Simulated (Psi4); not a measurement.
# SnS (SMILES [S][Sn]) at PBE0/def2-TZVP (core potential)

What is the vertical singlet–triplet gap of SnS at PBE0/def2-TZVP (core potential)? Input form: a Python script.

Program for the calculation: Psi4 1.11.

28 further runs of the same task are left out: 25 that didn't finish, 3 set aside as unsound or not needed.

### 1 The structure to begin with

The species is SnS (2 atoms), meant as a singlet with charge 0. As SMILES, `[S][Sn]`. The bond length is the measured one.

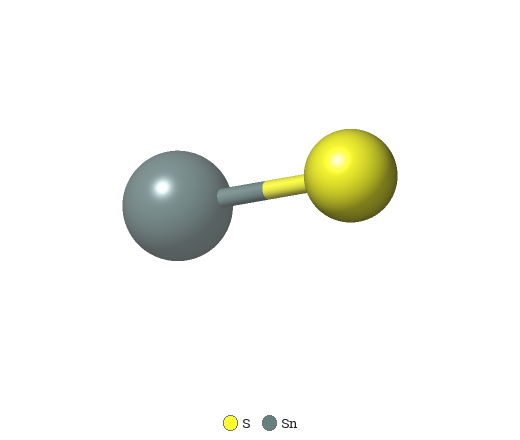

Viewed from a chosen angle; sulfur yellow, tin teal.

### 2 The energy at PBE0/def2-TZVP (core potential)

ssn.py reads:

```python
import psi4

psi4.set_memory('1600 MB')
psi4.set_num_threads(1)
psi4.set_output_file('psi4.out', False)

molecule = psi4.geometry("""
S
Sn 1 2.209026
symmetry c1
""")

psi4.set_options({
    'puream': True,
    'e_convergence': 1e-09,
    'd_convergence': 1e-08,
    'scf_type': 'pk',
    'dft_radial_points': 99,
    'dft_spherical_points': 590,
})

result, w = psi4.energy('pbe0/def2-TZVP', return_wfn=True)
psi4.oeprop(w, 'WIBERG_LOWDIN_INDICES', 'LOWDIN_CHARGES', 'MULLIKEN_CHARGES')
print(f'total energy {result:.8f} hartree = {result * 27.211386:.5f} eV')
```

Launch:

```sh
$ python ssn.py
```

psi4.out:

```text
[...]
    !!!  WARNING: ECP capability is in beta. Please check occupations closely.  !!!
[...]
  Running in c1 symmetry.
[...]
  Nuclear repulsion =   84.322401889267027
[...]
  Multiplicity = 1
[...]
  Nalpha       = 19
  Nbeta        = 19
[...]
    Number of basis functions: 87
[...]
 WARNING: Atomic UHF is not converging! Try casting from a smaller basis or call Rob at CCMST.
   -------------------------
[...]
   @RKS iter   1:  -612.19664538918869   -1.14598e+00   8.41883e-03 DIIS/ADIIS
[...]
   @RKS iter  12:  -612.41548578013885   -2.27374e-13   3.09795e-09 DIIS
[...]
    Orbital Energies [Eh]
    ---------------------
    Doubly Occupied:
       1A    -88.997488     2A     -7.976019     3A     -5.908821
       4A     -5.908544     5A     -5.908544     6A     -5.166225
       7A     -3.501103     8A     -3.501103     9A     -3.490596
      10A     -1.065317    11A     -1.065317    12A     -1.060697
      13A     -1.056825    14A     -1.056825    15A     -0.683673
      16A     -0.441620    17A     -0.272644    18A     -0.269071
      19A     -0.269071
[...]
  @RKS Final Energy:  -612.41548578013885
   => Energetics <=
    Nuclear Repulsion Energy =             84.3224018892670273
    One-Electron Energy =               -1095.0128840037805276
    Two-Electron Energy =                 431.3536191810020455
    DFT Exchange-Correlation Energy =     -33.0786228466273187
    Empirical Dispersion Energy =           0.0000000000000000
    VV10 Nonlocal Energy =                  0.0000000000000000
    Total Energy =                       -612.4154857801388516
[...]
 Multipole Moments:
 ------------------------------------------------------------------------------------
     Multipole            Electronic (a.u.)      Nuclear  (a.u.)        Total (a.u.)
 ------------------------------------------------------------------------------------
 L = 1.  Multiply by 2.5417464519 to convert [e a0] to [Debye]
 Dipole X            :          0.0000000            0.0000000            0.0000000
 Dipole Y            :         -0.0000000            0.0000000           -0.0000000
 Dipole Z            :         34.7505834          -33.3971580            1.3534254
 Magnitude           :                                                    1.3534254
[...]
  Mulliken Charges: (a.u.)
   Center  Symbol    Alpha    Beta     Spin     Total
       1     S     8.24058  8.24058  0.00000 -0.48116
       2    SN    10.75942 10.75942  0.00000  0.48116
   Total alpha = 19.00000, Total beta = 19.00000, Total charge = -0.00000
  Lowdin Charges: (a.u.)
   Center  Symbol    Alpha    Beta     Spin     Total
       1     S     8.04118  8.04118  0.00000 -0.08237
       2    SN    10.95882 10.95882  0.00000  0.08237
  Total alpha = 19.00000, Total beta = 19.00000, Total charge = -0.00000
[...]
```

The script printed:

```text
total energy -612.41548578 hartree = -16664.67418 eV
```

It took 4.8 s on 1 thread of Intel Xeon 6975P-C (Granite Rapids), shared host; peak memory 0.56 GiB.

### 3 The triplet: energy and gradient at UPBE0/def2-TZVP (core potential)

ssn.py reads:

```python
import psi4

psi4.set_memory('1600 MB')
psi4.set_num_threads(1)
psi4.set_output_file('psi4.out', False)

geom = psi4.geometry("""
0 3
S      0.00000000     0.00000000     0.00000000
Sn     0.00000000     0.00000000     4.17445414
units au
symmetry c1
no_reorient
no_com
""")

psi4.set_options({
    'reference': 'uks',
    'puream': True,
    'e_convergence': 1e-09,
    'd_convergence': 1e-08,
    'scf_type': 'pk',
    'dft_radial_points': 99,
    'dft_spherical_points': 590,
    'maxiter': 200,
})

e_tot, wfn = psi4.gradient("pbe0/def2-TZVP", return_wfn=True)
psi4.oeprop(wfn, "MULLIKEN_CHARGES", "QUADRUPOLE", "LOWDIN_CHARGES", title="PBE0")
print('gradient / Eh bohr^-1')
print(e_tot.np.round(6))
print(f'energy = {wfn.energy():.10f} Eh')
```

Launch:

```sh
$ python ssn.py
```

psi4.out, shortened:

```text
[...]
    !!!  WARNING: ECP capability is in beta. Please check occupations closely.  !!!
[...]
  Running in c1 symmetry.
[...]
  Nuclear repulsion =   84.322401970380739
[...]
  Multiplicity = 3
[...]
  Nalpha       = 20
  Nbeta        = 18
[...]
    Number of basis functions: 87
[...]
 WARNING: Atomic UHF is not converging! Try casting from a smaller basis or call Rob at CCMST.
   -------------------------
[...]
   @UKS iter   1:  -612.09847674434263   -9.26520e-01   8.20569e-03 DIIS/ADIIS
[...]
   @UKS iter  22:  -612.31093011085818   -3.52429e-12   6.15122e-09 DIIS
[...]
   @S^2 Observed:                2.009808947E+00
[...]
  @UKS Final Energy:  -612.31093011085818
   => Energetics <=
    Nuclear Repulsion Energy =             84.3224019703807386
    One-Electron Energy =               -1094.2616050598694528
    Two-Electron Energy =                 430.7011482028049727
    DFT Exchange-Correlation Energy =     -33.0728752241743820
    Empirical Dispersion Energy =           0.0000000000000000
    VV10 Nonlocal Energy =                  0.0000000000000000
    Total Energy =                       -612.3109301108581803
[...]
  -Total Gradient:
     Atom            X                  Y                   Z
    ------   -----------------  -----------------  -----------------
       1       -0.000000004530     0.000000022845     0.028592234554
       2        0.000000004523    -0.000000022827    -0.028594332127
[...]
 Multipole Moments:
 ------------------------------------------------------------------------------------
     Multipole            Electronic (a.u.)      Nuclear  (a.u.)        Total (a.u.)
 ------------------------------------------------------------------------------------
 L = 1.  Multiply by 2.5417464519 to convert [e a0] to [Debye]
 Dipole X            :         -0.0000023            0.0000000           -0.0000023
 Dipole Y            :          0.0000051            0.0000000            0.0000051
 Dipole Z            :        -90.8305357           91.8379911            1.0074554
 Magnitude           :                                                    1.0074554
 L = 2.  Multiply by 1.3450342976 to convert [e a0^2] to [Debye ang]
 Quadrupole XX       :        -27.0022482            0.0000000          -27.0022482
 Quadrupole XY       :          1.0995153            0.0000000            1.0995153
[...]
  Mulliken Charges: (a.u.)
   Center  Symbol    Alpha    Beta     Spin     Total
[...]
```

Standard output:

```text
gradient / Eh bohr^-1
[[-0.        0.        0.028592]
 [ 0.       -0.       -0.028594]]
energy = -612.3109301109 Eh
```

Run time: 13 s. Hardware: 1 thread of Intel Xeon 6975P-C (Granite Rapids), shared host; peak memory 0.56 GiB.

### 4 Summary of results

At PBE0/def2-TZVP (core potential):

```
                                        quantity          value
                           singlet: total energy  -612.41549 Eh
                          singlet: dipole moment         3.44 D
                            singlet: HOMO energy       -7.32 eV
                            singlet: LUMO energy       -2.49 eV
                          singlet: HOMO–LUMO gap        4.83 eV
                           triplet: total energy  -612.31093 Eh
                          triplet: dipole moment         2.56 D
     triplet: HOMO energy (highest over α and β)       -4.67 eV
                                   triplet: ⟨S²⟩          2.010
               triplet: largest force on an atom     1.470 eV/Å
vertical energy of the triplet above the singlet       2.845 eV
```

At this shape the triplet lies 2.85 eV (66 kcal/mol) above the singlet.
